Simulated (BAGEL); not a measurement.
# C2H4 (ethylene), step by step

Aim: a series of 15 runs (PBE0/def2-SVP, RI-MP2/def2-SVP) of C2H4. 

The calculation is run with BAGEL 1.2.2.

## 1. The structure to begin with

C2H4 has 6 atoms, charge 0, and is taken as a singlet. SMILES: `C=C`. One bond was lengthened or shortened from a relaxed shape.

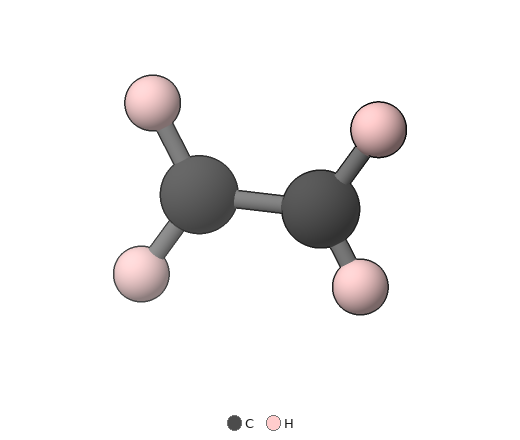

The structure, seen from a chosen angle (carbon dark grey, hydrogen pink).

## 2. A single-point energy at PBE0/def2-SVP (density fitting with svp-jkfit) (run 1)

dft.json reads:

```json
{ "bagel" : [

{
  "title" : "molecule",
  "basis" : "svp",
  "df_basis" : "svp-jkfit",
  "angstrom" : false,
  "geometry" : [
    { "atom" : "C", "xyz" : [ -0.19913556, -0.99024672, -0.48297998 ] },
    { "atom" : "C", "xyz" : [  0.13143423,  1.42837595,  0.05678249 ] },
    { "atom" : "H", "xyz" : [  0.02653553, -2.45062707,  0.93764053 ] },
    { "atom" : "H", "xyz" : [ -0.70936161, -1.61226898, -2.36832194 ] },
    { "atom" : "H", "xyz" : [ -0.06064131,  2.66969169, -1.15067313 ] },
    { "atom" : "H", "xyz" : [  0.64169808,  2.05037930,  1.94210555 ] }
  ]
},
{
  "title" : "ks",
  "xc_func" : "pbe0"
},
{
  "title" : "print",
  "file" : "orbitals.molden",
  "orbitals" : true
}

]}
```

Launch:

```
$ BAGEL_NUM_THREADS=1 BAGEL dft.json > dft.out
```

The program printed:

```text
* using 1 threads per process

  ===============================================================
  ===============================================================

  *** Geometry ***

  { "atom" : "C", "xyz" : [     -0.199136,     -0.990247,     -0.482980 ] },
  { "atom" : "C", "xyz" : [      0.131434,      1.428376,      0.056782 ] },
  { "atom" : "H", "xyz" : [      0.026536,     -2.450627,      0.937641 ] },
  { "atom" : "H", "xyz" : [     -0.709362,     -1.612269,     -2.368322 ] },
  { "atom" : "H", "xyz" : [     -0.060641,      2.669692,     -1.150673 ] },
  { "atom" : "H", "xyz" : [      0.641698,      2.050379,      1.942106 ] },

  Number of auxiliary basis functions:      222

  Since a DF basis is specified, we compute 2- and 3-index integrals:
    o Being stored without compression. Storage requirement is 0.004 GB

  Number of basis functions:       48
  Number of electrons      :       16

    * METHOD: MOLECULE                             0.04

  *** Kohn-Sham DFT ***

    * Removing 9245 points whose weight is below 1.00e-10
    * Grid points: 80191

  === Nuclear Repulsion ===
    34.1458152510

       - DIIS with orbital gradients will be used.

  === KS iteration (pbe0 / svp) ===
      0        -65.70701063          0.16569880           0.10
      1        -68.16078389          0.15016611           0.08
      2        -70.38031301          0.19366013           0.07
      3        -77.59194689          0.06980048           0.07
      4        -77.87750667          0.05817437           0.07
      5        -78.30253984          0.02676821           0.07
      6        -78.39112809          0.00682068           0.07
      7        -78.39787017          0.00116106           0.07
      8        -78.39803729          0.00016065           0.07
      9        -78.39804050          0.00002273           0.07
     10        -78.39804057          0.00000256           0.07
     11        -78.39804058          0.00000042           0.07
     12        -78.39804058          0.00000004           0.07
     13        -78.39804058          0.00000002           0.07
     14        -78.39804058          0.00000001           0.07
    * SCF iteration converged.

    * Permanent dipole moment:
           (    0.000425,    -0.008973,     0.004634) a.u.

    * METHOD: KS                                   1.36

    * METHOD: PRINT                                0.01

  ===============================================================
```

Wall time 1.5 s (1 thread of Arm Neoverse V1, shared host); peak memory 0.19 GiB.

## 3. Bond 5-2 at 1.085 A: the energy at RI-MP2/def2-SVP (density fitting with svp-jkfit) (run 2)

calc.json reads:

```json
{ "bagel" : [

{
  "title" : "molecule",
  "basis" : "svp",
  "df_basis" : "svp-jkfit",
  "geometry" : [
    { "atom" : "C", "xyz" : [ -0.16523954, -1.20929433, -0.26990769 ] },
    { "atom" : "C", "xyz" : [  0.16533025,  1.20932834,  0.26985478 ] },
    { "atom" : "H", "xyz" : [  0.06043155, -2.66967468,  1.15071282 ] },
    { "atom" : "H", "xyz" : [ -0.67546560, -1.83131658, -2.15524965 ] },
    { "atom" : "H", "xyz" : [ -0.06064131,  2.66969169, -1.15067313 ] },
    { "atom" : "H", "xyz" : [  0.67559410,  1.83133170,  2.15517784 ] }
  ]
},
{
  "title" : "hf"
},
{
  "title" : "mp2",
  "ncore" : 2
}

]}
```

Launch:

```
$ BAGEL_NUM_THREADS=1 BAGEL calc.json > calc.out
```

The program printed:

```text
* using 1 threads per process

  ===============================================================
  ===============================================================

  *** Geometry ***

  { "atom" : "C", "xyz" : [     -0.165240,     -1.209294,     -0.269908 ] },
  { "atom" : "C", "xyz" : [      0.165330,      1.209328,      0.269855 ] },
  { "atom" : "H", "xyz" : [      0.060432,     -2.669675,      1.150713 ] },
  { "atom" : "H", "xyz" : [     -0.675466,     -1.831317,     -2.155250 ] },
  { "atom" : "H", "xyz" : [     -0.060641,      2.669692,     -1.150673 ] },
  { "atom" : "H", "xyz" : [      0.675594,      1.831332,      2.155178 ] },

  Number of auxiliary basis functions:      222

  Since a DF basis is specified, we compute 2- and 3-index integrals:
    o Being stored without compression. Storage requirement is 0.004 GB

  Number of basis functions:       48
  Number of electrons      :       16

    * METHOD: MOLECULE                             0.04

  *** RHF ***

  === Nuclear Repulsion ===
    33.4864625225

      * DIIS with orbital gradients will be used.

  === RHF iteration (svp) ===
      0        -77.90571736          0.02081948           0.00
      1        -77.96982429          0.00763550           0.00
      2        -77.97750839          0.00162317           0.00
      3        -77.97795755          0.00009072           0.00
      4        -77.97795955          0.00001352           0.00
      5        -77.97795959          0.00000142           0.00
      6        -77.97795959          0.00000017           0.00
      7        -77.97795959          0.00000004           0.00
      8        -77.97795959          0.00000001           0.00
      9        -77.97795959          0.00000000           0.00
    * SCF iteration converged.

    * Permanent dipole moment:
           (    0.000040,    -0.000006,    -0.000008) a.u.

    * METHOD: HF                                   0.07

  *** RHF ***

  === Nuclear Repulsion ===
    33.4864625225

      * DIIS with orbital gradients will be used.

  === RHF iteration (svp) ===
      0        -77.97795959          0.00000000           0.00
    * SCF iteration converged.

    * Permanent dipole moment:
           (    0.000040,    -0.000006,    -0.000008) a.u.

  === DF-MP2 calculation ===

    * freezing 2 orbitals
    * 3-index integral transformation done
    * assembly done

      MP2 correlation energy:   -0.2738968594      0.00

      MP2 total energy:        -78.2518564517

    * METHOD: MP2                                  0.01

  ===============================================================
```

Run time: 0.26 s. Hardware: 1 thread of Arm Neoverse V1, shared host.

Runs 3 to 10 aren't shown in full; the table further down has their settings and results.

## 4. Bond 5-2 at 2.061 A: the energy at PBE0/def2-SVP (density fitting with svp-jkfit) (run 11)

input.json reads:

```json
{ "bagel": [

{
  "title": "molecule",
  "basis": "svp",
  "df_basis": "svp-jkfit",
  "geometry": [
    { "atom": "C", "xyz": [     0.03814790,    -2.52371412,     1.00865833 ] },
    { "atom": "C", "xyz": [     0.36871769,    -0.10509145,     1.54842080 ] },
    { "atom": "H", "xyz": [     0.26381900,    -3.98409447,     2.42927884 ] },
    { "atom": "H", "xyz": [    -0.47207815,    -3.14573637,    -0.87668363 ] },
    { "atom": "H", "xyz": [    -0.06064131,     2.66969169,    -1.15067313 ] },
    { "atom": "H", "xyz": [     0.87898154,     0.51691190,     3.43374386 ] }
  ]
},

{ "title": "ks", "xc_func": "pbe0" },

{ "title": "print", "file": "orbitals.molden", "orbitals": true }

]}
```

Launch:

```
$ BAGEL_NUM_THREADS=1 BAGEL input.json > input.out
```

The program printed:

```text
* using 1 threads per process

  ===============================================================
  ===============================================================

  *** Geometry ***

  { "atom" : "C", "xyz" : [      0.038148,     -2.523714,      1.008658 ] },
  { "atom" : "C", "xyz" : [      0.368718,     -0.105091,      1.548421 ] },
  { "atom" : "H", "xyz" : [      0.263819,     -3.984094,      2.429279 ] },
  { "atom" : "H", "xyz" : [     -0.472078,     -3.145736,     -0.876684 ] },
  { "atom" : "H", "xyz" : [     -0.060641,      2.669692,     -1.150673 ] },
  { "atom" : "H", "xyz" : [      0.878982,      0.516912,      3.433744 ] },

  Number of auxiliary basis functions:      222

  Since a DF basis is specified, we compute 2- and 3-index integrals:
    o Being stored without compression. Storage requirement is 0.004 GB

  Number of basis functions:       48
  Number of electrons      :       16

    * METHOD: MOLECULE                             0.04

  *** Kohn-Sham DFT ***

    * Removing 8149 points whose weight is below 1.00e-10
    * Grid points: 81287

  === Nuclear Repulsion ===
    31.4828029778

       - DIIS with orbital gradients will be used.

  === KS iteration (pbe0 / svp) ===
      0        -65.49142039          0.15728239           0.10
      1        -68.06442816          0.13393759           0.09
      2        -69.57204029          0.17930607           0.07
      3        -77.10201820          0.06945262           0.08
      4        -77.62782514          0.06220798           0.08
      5        -78.08615547          0.03449536           0.07
      6        -78.23446890          0.01687998           0.07
      7        -78.26460834          0.00703562           0.07
      8        -78.27654062          0.00079005           0.07
      9        -78.27660945          0.00015317           0.07
     10        -78.27661303          0.00002276           0.07
     11        -78.27661312          0.00000221           0.08
     12        -78.27661312          0.00000076           0.08
     13        -78.27661312          0.00000019           0.08
     14        -78.27661312          0.00000010           0.08
     15        -78.27661312          0.00000001           0.08
    * SCF iteration converged.

    * Permanent dipole moment:
           (   -0.027966,     0.361177,    -0.236994) a.u.

    * METHOD: KS                                   1.49

    * METHOD: PRINT                                0.01

  ===============================================================
```

Wall time 1.7 s (1 thread of Arm Neoverse V1, shared host); peak memory 0.19 GiB.

Runs 12 to 14 aren't shown in full; the table further down has their settings and results.

## 5. Bond 5-2 at 3.037 A: the energy at PBE0/def2-SVP (density fitting with svp-jkfit) (run 15)

job.json reads:

```json
{ "bagel" : [

{
  "title" : "molecule",
  "basis" : "svp",
  "df_basis" : "svp-jkfit",
  "angstrom" : "false",
  "geometry" : [
    { "atom" : "C", "xyz" : [     0.24151456,    -3.83800163,     2.28709584 ] },
    { "atom" : "C", "xyz" : [     0.57208435,    -1.41937896,     2.82685832 ] },
    { "atom" : "H", "xyz" : [     0.46718565,    -5.29838198,     3.70771636 ] },
    { "atom" : "H", "xyz" : [    -0.26871150,    -4.46002388,     0.40175388 ] },
    { "atom" : "H", "xyz" : [    -0.06064131,     2.66969169,    -1.15067313 ] },
    { "atom" : "H", "xyz" : [     1.08234820,    -0.79737561,     4.71218138 ] }
  ]
},

{ "title" : "ks", "xc_func" : "pbe0" },

{ "title" : "print", "file" : "orbitals.molden", "orbitals" : "true" }

]}
```

Launch:

```
$ BAGEL_NUM_THREADS=1 BAGEL job.json > job.out
```

The program printed:

```text
* using 1 threads per process

  ===============================================================
  ===============================================================

  *** Geometry ***

  { "atom" : "C", "xyz" : [      0.241515,     -3.838002,      2.287096 ] },
  { "atom" : "C", "xyz" : [      0.572084,     -1.419379,      2.826858 ] },
  { "atom" : "H", "xyz" : [      0.467186,     -5.298382,      3.707716 ] },
  { "atom" : "H", "xyz" : [     -0.268711,     -4.460024,      0.401754 ] },
  { "atom" : "H", "xyz" : [     -0.060641,      2.669692,     -1.150673 ] },
  { "atom" : "H", "xyz" : [      1.082348,     -0.797376,      4.712181 ] },

  Number of auxiliary basis functions:      222

  Since a DF basis is specified, we compute 2- and 3-index integrals:
    o Being stored without compression. Storage requirement is 0.004 GB

  Number of basis functions:       48
  Number of electrons      :       16

    * METHOD: MOLECULE                             0.04

  *** Kohn-Sham DFT ***

    * Removing 7720 points whose weight is below 1.00e-10
    * Grid points: 81716

  === Nuclear Repulsion ===
    30.6266445672

       - DIIS with orbital gradients will be used.

  === KS iteration (pbe0 / svp) ===
      0        -65.38221523          0.15697551           0.10
      1        -67.32044243          0.12908938           0.09
      2        -69.77452979          0.17430292           0.08
      3        -76.85218544          0.07109133           0.08
      4        -77.25008853          0.06816965           0.08
      5        -77.88438687          0.04116414           0.08
      6        -78.10380265          0.02366641           0.08
      7        -77.96602571          0.02437221           0.08
      8        -78.15891512          0.00950550           0.08
      9        -78.18132645          0.00486174           0.08
     10        -78.17663325          0.00588467           0.08
     11        -78.17749779          0.00567145           0.08
     12        -78.17776587          0.00554363           0.08
     13        -78.18595675          0.00119060           0.07
     14        -78.18610786          0.00098157           0.07
     15        -78.18633920          0.00007796           0.08
     16        -78.18633880          0.00006927           0.08
     17        -78.18634017          0.00001528           0.08
     18        -78.18634023          0.00000130           0.08
     19        -78.18634023          0.00000078           0.08
     20        -78.18634023          0.00000014           0.08
     21        -78.18634023          0.00000002           0.07
     22        -78.18634023          0.00000000           0.07
    * SCF iteration converged.

    * Permanent dipole moment:
           (   -0.066158,     0.727434,    -0.517409) a.u.

    * METHOD: KS                                   2.05

    * METHOD: PRINT                                0.01

  ===============================================================
```

Wall time 2.2 s (1 thread of Arm Neoverse V1, shared host); peak memory 0.2 GiB.

## 6. All runs side by side

```
run                                             level  frozen core orbitals              partner  energy (Eh)  dipole moment (D)  HOMO energy (eV)  LUMO energy (eV)  wall time
  1    PBE0/def2-SVP (density fitting with svp-jkfit)                     –  bond 5-2 at 0.922 A   -78.398041               0.03             -7.83              0.41      1.5 s
  2  RI-MP2/def2-SVP (density fitting with svp-jkfit)                     2  bond 5-2 at 1.085 A   -78.251856                  –                 –                 –     0.26 s
  3    PBE0/def2-SVP (density fitting with svp-jkfit)                     –  bond 5-2 at 1.085 A   -78.425210               0.00             -7.83              0.42      1.4 s
  4  RI-MP2/def2-SVP (density fitting with svp-jkfit)                     2  bond 5-2 at 1.247 A   -78.239708                  –                 –                 –     0.26 s
  5    PBE0/def2-SVP (density fitting with svp-jkfit)                     –  bond 5-2 at 1.247 A   -78.413806               0.09             -7.86              0.42      1.5 s
  6  RI-MP2/def2-SVP (density fitting with svp-jkfit)                     2  bond 5-2 at 1.464 A   -78.202484                  –                 –                 –     0.26 s
  7    PBE0/def2-SVP (density fitting with svp-jkfit)                     –  bond 5-2 at 1.464 A   -78.378009               0.29             -7.93              0.38      1.7 s
  8  RI-MP2/def2-SVP (density fitting with svp-jkfit)                     2  bond 5-2 at 1.736 A   -78.151109                  –                 –                 –     0.26 s
  9    PBE0/def2-SVP (density fitting with svp-jkfit)                     –  bond 5-2 at 1.736 A   -78.328235               0.63             -8.05             -0.72      1.7 s
 10  RI-MP2/def2-SVP (density fitting with svp-jkfit)                     2  bond 5-2 at 2.061 A   -78.098831                  –                 –                 –     0.28 s
 11    PBE0/def2-SVP (density fitting with svp-jkfit)                     –  bond 5-2 at 2.061 A   -78.276613               1.10             -7.91             -2.21      1.7 s
 12  RI-MP2/def2-SVP (density fitting with svp-jkfit)                     2  bond 5-2 at 2.495 A   -78.050601                  –                 –                 –     0.28 s
 13    PBE0/def2-SVP (density fitting with svp-jkfit)                     –  bond 5-2 at 2.495 A   -78.226138               1.70             -7.23             -3.46      1.9 s
 14  RI-MP2/def2-SVP (density fitting with svp-jkfit)                     2  bond 5-2 at 3.037 A   -78.019610                  –                 –                 –     0.28 s
 15    PBE0/def2-SVP (density fitting with svp-jkfit)                     –  bond 5-2 at 3.037 A   -78.186340               2.28             -6.70             -4.32      2.2 s
```

## 7. Outcome

```
                                  quantity         value
 bond 5-2 at 3.037 A, run 15: total energy  -78.18634 Eh
bond 5-2 at 3.037 A, run 15: dipole moment        2.28 D
  bond 5-2 at 3.037 A, run 15: HOMO energy      -6.70 eV
  bond 5-2 at 3.037 A, run 15: LUMO energy      -4.32 eV
bond 5-2 at 3.037 A, run 15: HOMO–LUMO gap       2.38 eV
```

**Reading.** In runs 10, 11, 12, 13, 14, 15 a closed-shell determinant meets a far-stretched bond, which it describes badly. All runs together took 15 s, the longest 2.2 s.
